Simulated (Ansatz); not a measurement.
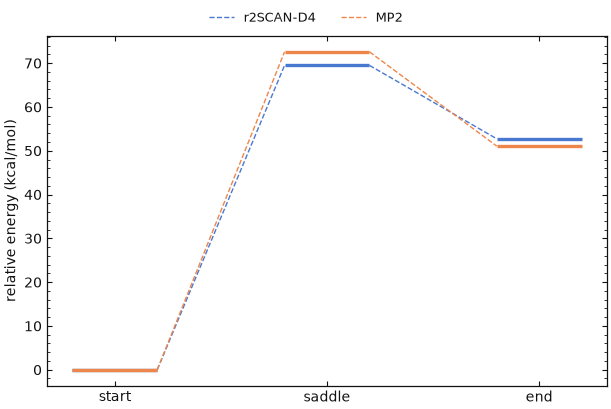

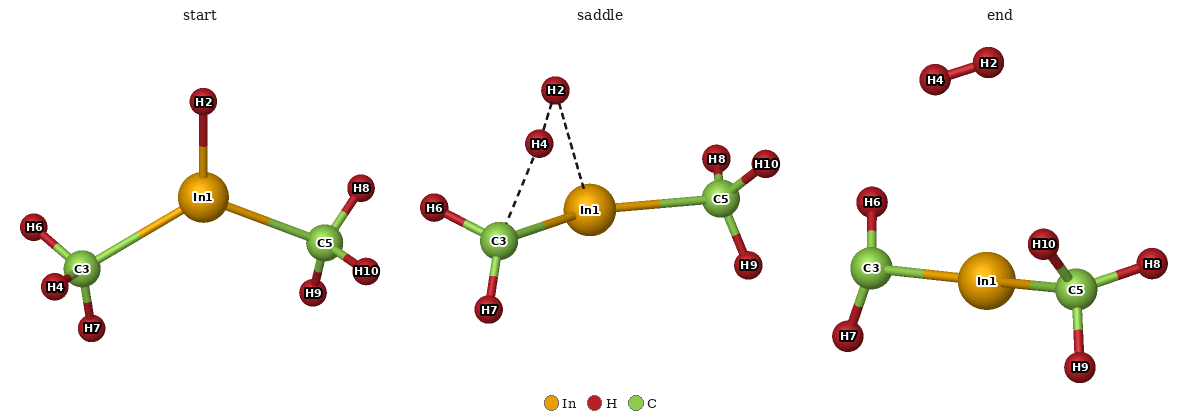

One elementary step of C₂H₇In, singlet: start, first-order saddle point (changing pairs dashed) and end. Electronic energies at PBE0-D4/def2-TZVP geometries, energies in def2-TZVPP, the Ansatz code 0.2.0; cores frozen in correlated methods, no zero-point terms. Start and end are the structures at the ends of the path (complexes, where there are several molecules). On heavy atoms the filled d shell below the valence is correlated. Lines between the levels only guide the eye.

In the step H2–H4 (3.62 → 0.99 → 0.75 Å) forms; In1–H2 (1.74 → 2.15 → 2.92 Å) and C3–H4 (1.09 → 1.56 → 2.99 Å) break (lengths at start, saddle and end; changes of bond order aren't listed).

Is the step uphill or downhill with r2SCAN-D4?

Answer. Uphill by 52.7 kcal/mol in electronic energy, over a barrier of 69.5 kcal/mol.

Give the barriers and step energies (kcal/mol).

Answer.
| level | barrier | reverse barrier | step energy |
| --- | --- | --- | --- |
| r2SCAN-D4 | 69.5 | 16.8 | 52.7 |
| MP2 | 72.6 | 21.5 | 51.1 |

Caveats, for all or some of the runs: core potentials past krypton; restricted reference unstable towards unrestricted; spin-orbit coupling is left out, and with In it can shift these energies.
